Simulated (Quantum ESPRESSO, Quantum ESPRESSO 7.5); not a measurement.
**Pt(100), 5 layers: test of the smearing**

Which setting serves for Pt(100), 5 layers? The runs below step through one kind of setting.

Calculated with Quantum ESPRESSO 7.5; plane-wave DFT, PBE, SSSP efficiency pseudopotentials.

**1. The structure**

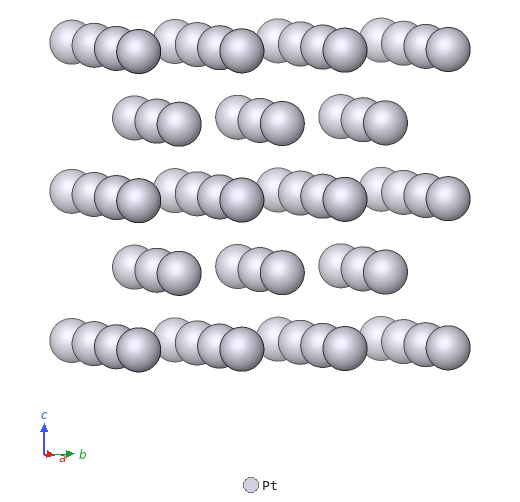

Start, viewed from the side, with the c axis up; platinum light grey. 3×3×1 cells are drawn. Some periodic images of atoms are drawn too.

The cell holds 5 atoms: 5 Pt. Cell: a = 2.772 Å, b = 2.772 Å, c = 23.840 Å, α = 90.0°, β = 90.0°, γ = 90.0°. It derives from Pt. Vacuum lies along c.

**2. Ground state: mv smearing, 0.01 Ry**

The first run is the reference of the series.

Contents of c0.in:

```
&control
  prefix = 'c0'
  outdir = './out'
  pseudo_dir = './pseudo'
  calculation = 'scf'
  tprnfor = .true.
/
&system
  ibrav = 0
  nat = 5
  ntyp = 1
  ecutwfc = 45
  ecutrho = 360
  occupations = 'smearing'
  smearing = 'mv'
  degauss = 0.01
  assume_isolated = 'esm'
  esm_bc = 'bc1'
/
&electrons
  conv_thr = 1e-07
  mixing_beta = 0.4
  electron_maxstep = 120
  mixing_mode = 'local-TF'
/
ATOMIC_SPECIES
  Pt  195.0840  pt_pbe_v1.4.uspp.F.UPF
CELL_PARAMETERS angstrom
  2.77185858225127 0.00000000000000 0.00000000000000
  0.00000000000000 2.77185858225127 0.00000000000000
  0.00000000000000 0.00000000000000 23.84000000000000
ATOMIC_POSITIONS crystal
  Pt  0.000000000000 0.000000000000 -0.164429530201
  Pt  0.500000000000 0.500000000000 -0.082214765101
  Pt  0.000000000000 0.000000000000 0.000000000000
  Pt  0.500000000000 0.500000000000 0.082214765101
  Pt  0.000000000000 0.000000000000 0.164429530201
K_POINTS automatic
  12 12 1 0 0 0
```

Command:

```console
$ OMP_NUM_THREADS=1 mpirun -n 4 pw.x -nk 4 -in c0.in > c0.out
```

What it wrote:

```text
Program PWSCF v.7.5 starts
[citation notice left out]

     Parallel version (MPI & OpenMP), running on       4 processor cores
     Number of MPI processes:                 4
     Threads/MPI process:                     1

     MPI processes distributed on     1 nodes
[...]
Current dimensions of program PWSCF are:
     Max number of different atomic species (ntypx) = 10
     Max number of k-points (npk) =  40000
     Max angular momentum in pseudopotentials (lmaxx) =  4
     Message from routine setup:
     using ibrav=0 with symmetry is DISCOURAGED, use correct ibrav instead

     K-points division:     npool     =       4
     Subspace diagonalization in iterative solution of the eigenvalue problem:
     a serial algorithm will be used

     G-vector sticks info
     --------------------
     sticks:   dense  smooth     PW     G-vecs:    dense   smooth      PW
     Sum         793     401    121               142609    50313    8941

     Using Slab Decomposition

     bravais-lattice index     =            0
     lattice parameter (alat)  =       5.2381  a.u.
     unit-cell volume          =    1236.0755 (a.u.)^3
     number of atoms/cell      =            5
     number of atomic types    =            1
     number of electrons       =        80.00
     number of Kohn-Sham states=           48
     kinetic-energy cutoff     =      45.0000  Ry
     charge density cutoff     =     360.0000  Ry
     scf convergence threshold =      1.0E-07
     mixing beta               =       0.4000
     number of iterations used =            8  local-TF  mixing
     Exchange-correlation=  SLA  PW   PBX  PBC
                           (   1   4   3   4   0   0   0)

     Effective Screening Medium Method
     =================================
     Boundary Conditions: Vacuum-Slab-Vacuum
     total charge in unit cell        =   0.0000
     grid points for fit at edges     =        4

     celldm(1)=   5.238054  celldm(2)=   0.000000  celldm(3)=   0.000000
     celldm(4)=   0.000000  celldm(5)=   0.000000  celldm(6)=   0.000000

     crystal axes: (cart. coord. in units of alat)
               a(1) = (   1.000000   0.000000   0.000000 )
               a(2) = (   0.000000   1.000000   0.000000 )
               a(3) = (   0.000000   0.000000   8.600727 )

     reciprocal axes: (cart. coord. in units 2 pi/alat)
               b(1) = (  1.000000  0.000000  0.000000 )
               b(2) = (  0.000000  1.000000  0.000000 )
               b(3) = (  0.000000  0.000000  0.116269 )

     PseudoPot. # 1 for Pt read from file:
     ./pseudo/pt_pbe_v1.4.uspp.F.UPF
     Pseudo is Ultrasoft + core correction, Zval = 16.0
     Generated by new atomic code, or converted to UPF format
     Using radial grid of  985 points,  6 beta functions with:
                l(1) =   0
                l(2) =   0
                l(3) =   1
                l(4) =   1
                l(5) =   2
                l(6) =   2
     Q(r) pseudized with  8 coefficients,  rinner =    1.300   1.300   1.300
                                                       1.300   1.300

     atomic species   valence    mass     pseudopotential
     Pt               16.00   195.08400     Pt( 1.00)

     16 Sym. Ops., with inversion, found

   Cartesian axes

     site n.     atom                  positions (alat units)
         1        Pt     tau(   1) = (   0.0000000   0.0000000  -1.4142136  )
         2        Pt     tau(   2) = (   0.5000000   0.5000000  -0.7071068  )
         3        Pt     tau(   3) = (   0.0000000   0.0000000   0.0000000  )
         4        Pt     tau(   4) = (   0.5000000   0.5000000   0.7071068  )
         5        Pt     tau(   5) = (   0.0000000   0.0000000   1.4142136  )

     number of k points=    28  Marzari-Vanderbilt smearing, width (Ry)=  0.0100
                       cart. coord. in units 2pi/alat
        k(    1) = (   0.0000000   0.0000000   0.0000000), wk =   0.0138889
        k(    2) = (   0.0000000   0.0833333   0.0000000), wk =   0.0555556
        k(    3) = (   0.0000000   0.1666667   0.0000000), wk =   0.0555556
        k(    4) = (   0.0000000   0.2500000   0.0000000), wk =   0.0555556
        k(    5) = (   0.0000000   0.3333333   0.0000000), wk =   0.0555556
        k(    6) = (   0.0000000   0.4166667   0.0000000), wk =   0.0555556
        k(    7) = (   0.0000000  -0.5000000   0.0000000), wk =   0.0277778
        k(    8) = (   0.0833333   0.0833333   0.0000000), wk =   0.0555556
        k(    9) = (   0.0833333   0.1666667   0.0000000), wk =   0.1111111
        k(   10) = (   0.0833333   0.2500000   0.0000000), wk =   0.1111111
[...]
k(   28) = (  -0.5000000  -0.5000000   0.0000000), wk =   0.0138889

     Dense  grid:   142609 G-vectors     FFT dimensions: (  32,  32, 288)

     Smooth grid:    50313 G-vectors     FFT dimensions: (  24,  24, 200)

     Estimated max dynamical RAM per process >     235.30 MB

     Estimated total dynamical RAM >     836.76 MB

     Check: negative core charge=   -0.000001

     Initial potential from superposition of free atoms

     starting charge      77.4999, renormalised to      80.0000

     negative rho (up, down):  9.559E-01 0.000E+00
     Starting wfcs are   60 randomized atomic wfcs

     total cpu time spent up to now is        2.2 secs

     per-process dynamical memory:   113.8 Mb

     Self-consistent Calculation

     iteration #  1     ecut=    45.00 Ry     beta= 0.40
     Davidson diagonalization with overlap
     ethr =  1.00E-02,  avg # of iterations =  6.8

     negative rho (up, down):  9.144E-01 0.000E+00

     total cpu time spent up to now is        7.1 secs

     total energy              =   -1053.60972423 Ry
     estimated scf accuracy    <       8.15059893 Ry

     iteration #  2     ecut=    45.00 Ry     beta= 0.40
[...]
negative rho (up, down):  8.973E-01 0.000E+00

[...]
total energy              =   -1053.12314907 Ry
     estimated scf accuracy    <       2.28250475 Ry

     iteration #  3     ecut=    45.00 Ry     beta= 0.40
[...]
negative rho (up, down):  9.042E-01 0.000E+00

[...]
total energy              =   -1053.08444305 Ry
     estimated scf accuracy    <       0.40723389 Ry

     iteration #  4     ecut=    45.00 Ry     beta= 0.40
[...]
c_bands:  2 eigenvalues not converged
     c_bands:  1 eigenvalues not converged
[...]
negative rho (up, down):  9.227E-01 0.000E+00

[...]
estimated scf accuracy    <       0.00344372 Ry

     iteration # 11     ecut=    45.00 Ry     beta= 0.40
[...]
c_bands:  1 eigenvalues not converged
     c_bands:  1 eigenvalues not converged
[...]
negative rho (up, down):  8.889E-01 0.000E+00

[...]
total energy              =   -1053.34777488 Ry
     estimated scf accuracy    <       0.00083786 Ry

     iteration # 12     ecut=    45.00 Ry     beta= 0.40
[...]
c_bands:  2 eigenvalues not converged
     c_bands:  1 eigenvalues not converged
     c_bands:  2 eigenvalues not converged
     c_bands:  2 eigenvalues not converged
     c_bands:  1 eigenvalues not converged
[...]
negative rho (up, down):  8.901E-01 0.000E+00

[...]
total energy              =   -1053.34793932 Ry
     estimated scf accuracy    <       0.00014319 Ry

     iteration # 13     ecut=    45.00 Ry     beta= 0.40
[...]
c_bands:  2 eigenvalues not converged
     c_bands:  1 eigenvalues not converged
[...]
negative rho (up, down):  8.885E-01 0.000E+00

[...]
total energy              =   -1053.34852775 Ry
     estimated scf accuracy    <       0.00008914 Ry

     iteration # 14     ecut=    45.00 Ry     beta= 0.40
[...]
c_bands:  2 eigenvalues not converged
[...]
negative rho (up, down):  8.880E-01 0.000E+00

[...]
total energy              =   -1053.34900727 Ry
     estimated scf accuracy    <       0.00001319 Ry

     iteration # 15     ecut=    45.00 Ry     beta= 0.40
[...]
c_bands:  2 eigenvalues not converged
[...]
negative rho (up, down):  8.878E-01 0.000E+00

[...]
total energy              =   -1053.34902031 Ry
     estimated scf accuracy    <       0.00000441 Ry

     iteration # 16     ecut=    45.00 Ry     beta= 0.40
[...]
c_bands:  1 eigenvalues not converged
[...]
negative rho (up, down):  8.876E-01 0.000E+00

[...]
total energy              =   -1053.34910042 Ry
     estimated scf accuracy    <       0.00000173 Ry

     iteration # 17     ecut=    45.00 Ry     beta= 0.40
[...]
c_bands:  1 eigenvalues not converged
[...]
negative rho (up, down):  8.876E-01 0.000E+00

[...]
total energy              =   -1053.34913096 Ry
     estimated scf accuracy    <       0.00000096 Ry

     iteration # 18     ecut=    45.00 Ry     beta= 0.40
[...]
c_bands:  1 eigenvalues not converged
[...]
negative rho (up, down):  8.877E-01 0.000E+00

[...]
total energy              =   -1053.34918645 Ry
     estimated scf accuracy    <       0.00000017 Ry

     iteration # 19     ecut=    45.00 Ry     beta= 0.40
[...]
c_bands:  1 eigenvalues not converged
[...]
negative rho (up, down):  8.876E-01 0.000E+00

[...]
End of self-consistent calculation

          k = 0.0000 0.0000 0.0000 (  6313 PWs)   bands (ev):

   -58.7191 -58.5434 -58.4880 -58.4880 -58.4026 -58.3624 -58.3624 -58.3306
   -58.3306 -57.7066 -57.7066 -57.7066 -57.7066 -57.6294 -57.6288 -15.4336
   -14.0746 -12.7813 -12.1858 -12.1186 -11.9139 -11.4535 -10.6558  -9.8733
    -9.5344  -9.2234  -9.2234  -8.3636  -8.3636  -8.3086  -7.9192  -7.4042
    -7.2290  -7.2256  -7.2256  -7.1933  -6.7109  -6.2037  -6.0459  -6.0459
    -5.6441  -5.5509  -5.3680  -5.3680  -5.0030  -3.7884  -0.6933  -0.1751

          k = 0.0000 0.0833 0.0000 (  6337 PWs)   bands (ev):

   -58.7142 -58.5604 -58.4855 -58.4849 -58.4205 -58.3636 -58.3608 -58.3489
   -58.3308 -57.7230 -57.7229 -57.7055 -57.7055 -57.6279 -57.6275 -15.2540
   -13.9184 -12.6438 -12.0582 -11.9961 -11.7766 -11.3461 -10.5811  -9.8458
    -9.4428  -9.2468  -9.1820  -8.7870  -8.4117  -8.2191  -7.9031  -7.6096
    -7.4468  -7.4057  -7.2329  -6.6390  -6.6013  -6.5684  -6.5075  -5.8367
    -5.8160  -5.8078  -5.6575  -5.3249  -4.3618  -2.9824  -0.5551  -0.0193

          k = 0.0000 0.1667 0.0000 (  6339 PWs)   bands (ev):

   -58.7015 -58.6044 -58.4827 -58.4762 -58.4638 -58.3967 -58.3716 -58.3565
   -58.3315 -57.7673 -57.7671 -57.7024 -57.7024 -57.6239 -57.6239 -14.7454
   -13.5152 -12.3636 -11.7883 -11.5828 -11.5543 -10.8977 -10.2556  -9.8065
    -9.2161  -9.2049  -9.1284  -9.0763  -8.8147  -8.5641  -7.8750  -7.8386
    -7.6466  -7.3969  -7.3145  -7.0044  -6.9728  -6.7410  -6.6145  -6.0413
    -5.9599  -5.5616  -5.4253  -5.3717  -3.3416  -1.6417  -0.1490   0.4562

          k = 0.0000 0.2500 0.0000 (  6311 PWs)   bands (ev):

   -58.6898 -58.6626 -58.5116 -58.4985 -58.4639 -58.4437 -58.3880 -58.3506
   -58.3330 -57.8269 -57.8265 -57.6981 -57.6981 -57.6193 -57.6191 -14.0052
   -13.0657 -12.1905 -11.5375 -11.4131 -10.9279 -10.1913  -9.8139  -9.5538
    -9.3037  -9.2323  -8.9866  -8.9161  -8.8878  -8.8016  -8.2093  -8.1766
    -8.0356  -7.7908  -7.1963  -6.9645  -6.9395  -6.8832  -6.4301  -6.3111
    -5.8896  -5.5601  -5.5016  -4.6453  -2.2999  -0.3058   0.4787   0.9361

          k = 0.0000 0.3333 0.0000 (  6325 PWs)   bands (ev):

   -58.7195 -58.6945 -58.5532 -58.5362 -58.4525 -58.4506 -58.4111 -58.3448
   -58.3353 -57.8850 -57.8850 -57.6939 -57.6939 -57.6149 -57.6148 -13.2290
   -12.7974 -12.1752 -11.3952 -11.2501 -10.3492  -9.8679  -9.7327  -9.3712
    -9.0578  -9.0560  -9.0513  -8.9795  -8.8471  -8.7342  -8.3048  -8.2036
    -7.7924  -7.7201  -7.4384  -7.0903  -6.4629  -6.3295  -6.2190  -5.9922
    -5.8875  -5.7461  -5.5551  -3.8685  -1.3762  -0.7268   0.3688   1.4629

          k = 0.0000 0.4167 0.0000 (  6316 PWs)   bands (ev):

   -58.7606 -58.7143 -58.6007 -58.5296 -58.4519 -58.4401 -58.4362 -58.3405
   -58.3379 -57.9270 -57.9266 -57.6908 -57.6908 -57.6119 -57.6118 -12.7778
   -12.7190 -12.0592 -11.4849 -10.9575 -10.0491  -9.8133  -9.6719  -9.5199
    -9.2342  -9.2130  -9.1511  -8.9881  -8.5652  -8.4877  -8.3238  -8.3082
    -7.6586  -7.0658  -7.0595  -6.4606  -6.2243  -6.1687  -5.6970  -5.6737
    -5.6512  -5.5351  -5.0797  -3.3545  -2.3846  -1.0634  -0.9042   1.3091

[...]
the Fermi energy is    -5.7130 ev

!    total energy              =   -1053.34916515 Ry
     estimated scf accuracy    <       0.00000003 Ry
     smearing contrib. (-TS)   =       0.00094202 Ry
     internal energy E=F+TS    =   -1053.35010717 Ry

     The total energy is F=E-TS. E is the sum of the following terms:
     one-electron contribution =   17790.32615995 Ry
     hartree contribution      =   -8904.58291633 Ry
     xc contribution           =    -284.37771773 Ry
     ewald contribution        =   -9654.71563306 Ry

     convergence has been achieved in  19 iterations

     negative rho (up, down):  8.876E-01 0.000E+00

     Forces acting on atoms (cartesian axes, Ry/au):

     atom    1 type  1   force =     0.00000000    0.00000000   -0.00404879
     atom    2 type  1   force =     0.00000000    0.00000000   -0.00947094
     atom    3 type  1   force =     0.00000000    0.00000000    0.00000000
     atom    4 type  1   force =     0.00000000    0.00000000    0.00947094
     atom    5 type  1   force =     0.00000000    0.00000000    0.00404879

     Total force =     0.014566     Total SCF correction =     0.001758
     SCF correction compared to forces is large: reduce conv_thr to get better values

[...]
=------------------------------------------------------------------------------=
   JOB DONE.
=------------------------------------------------------------------------------=
[...]
```

Run time: 2 min. Hardware: 4 MPI ranks of Arm Neoverse V1, shared host; peak memory 0.99 GiB.

Read from the output:

| Item | Value |
| --- | --- |
| free energy | -14331.5455 eV |
| Fermi energy | -5.713 eV |
| vacuum line at the lower end of the cell, over the Fermi level | 5.713 eV |
| vacuum line at the upper end of the cell, over the Fermi level | 5.713 eV |

The potential energy, planar mean oscillates, so the rows of the table below give means over windows of 1.99 Å about each position, cut where the curve ends. Its maxima inside the range that stand out by 2 % of the span (Å: eV): -3.0: -2.32, -1.0: -2.64, 1.0: -2.64, 3.0: -2.32. Its minima: -3.9: -20.8, -2.0: -21.3, 0.0: -21.4, 2.0: -21.3, 3.9: -20.8.

Electrostatic potential energy of an electron; zero at the Fermi level. Potential energy, planar mean against z; means over each step:

```
 z (Å)  potential energy, planar mean (eV)
-10.93                                5.71
 -8.94                                5.71
 -6.95                                5.67
 -4.96                               -2.63
 -2.96                               -12.2
 -0.97                               -12.5
  1.02                               -12.5
  3.01                               -12.2
  5.00                               -2.11
  6.99                                5.68
  8.98                                5.71
 10.96                                5.71
```

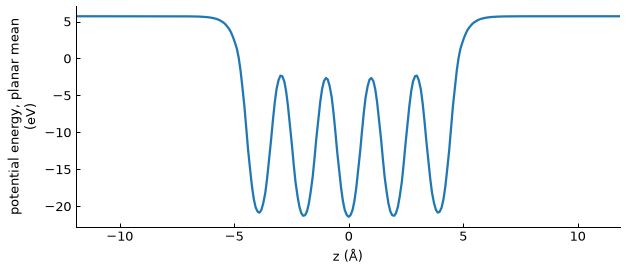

Potential energy, planar mean against z.

The program's own clock; routines nest. Time by routine:

```
     routine  wall time (s)  calls
       PWSCF          121.6      1
   electrons          118.6      1
     c_bands          98.05     19
     cegterg          83.99    133
       h_psi          52.94   1421
        fftw          44.72  47204
    vloc_psi          42.05   1421
    sum_band          10.51     19
      calbec           7.15   1582
     mix_rho              6     19
  add_vuspsi           5.39   1421
h_psi:calbec            5.3   1421
       s_psi           5.25   1421
        ffts            3.8   2149
```

The vacuum levels are read from the outermost 0.7 Å of the cell on either side.

The run needed 19 iterations to bring the estimated error under 1e-07 Ry; the largest force on any atom, held or free, is 0.24 eV/Å.

Inside the slab this potential holds the local part of the pseudopotentials, which can be repulsive at the nuclei; only its value in the vacuum has a meaning of its own.

(Part 1 of 4 ends here.)

[Logs are printed without paths, hosts, clocks, repeated set-up lines and the standing remarks that a program may print on its own settings, such as how far it seeks lower states.]

[Hosts, paths, dates, database ids (printed as entryN), source tags and the programs' standing remarks are cut or masked in the printed files.]

[Maps of the electrostatic potential energy from Ansatz leave out the sawtooth potential of an applied field or a dipole correction, so their vacuum need not be flat; planar profiles and work functions include it.]
